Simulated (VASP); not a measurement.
Band structure of Sr (fcc). Level of theory: PBEsol GGA, VASP's PBE PAW potentials (set 64) (plane waves; VASP).

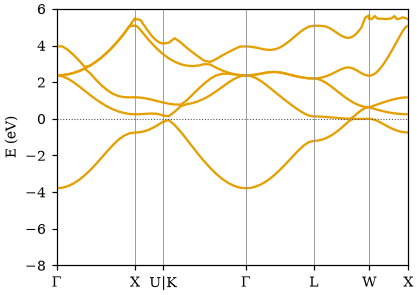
Fig. 1. Bands along high-symmetry lines, zero at the valence-band maximum or, without a gap, the Fermi level

Question: Read the plot: is there a gap, and where are the band edges?

Answer: It has no gap at this level: it comes out as a metal or semimetal. (Edges off the drawn lines would not show.)

The compound is Sr in the fcc structure. It was relaxed first, which changed the volume by -8 %.
